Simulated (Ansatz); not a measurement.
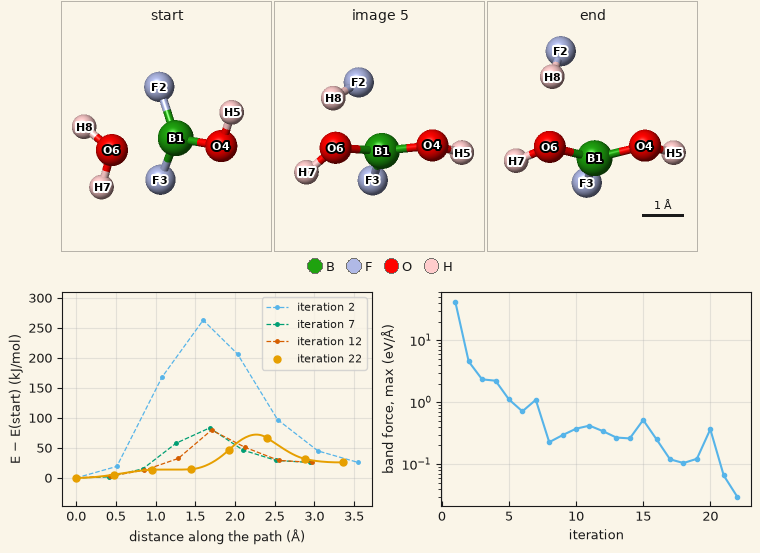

A nudged-elastic-band calculation for BH3O2F2. Images are numbered from 0 (start) to 7 (end). The plot follows the band through its iterations. The picture is a ball-and-stick view, seen from a free direction.

Method: Ansatz 0.2.0, RKS PBE/def2-SVP. Set-up: 6 movable images; no climbing image; force threshold 0.05 eV/Å; iteration limit 60; starting path through a guess of the saddle point.

> Judge this run.

The run is converged, with reservations. The band converged in 22 iterations. The largest component of the band force went from 42 to 0.03 eV/Å. No image climbed, so the highest image needn't lie on the saddle point, and the true maximum along this path can be higher. The first iteration put the highest image at 748.4 kJ/mol. Forward barrier 66.8 kJ/mol, backward barrier 41.0 kJ/mol, with image 5 at the top; the reaction energy is +25.9 kJ/mol.
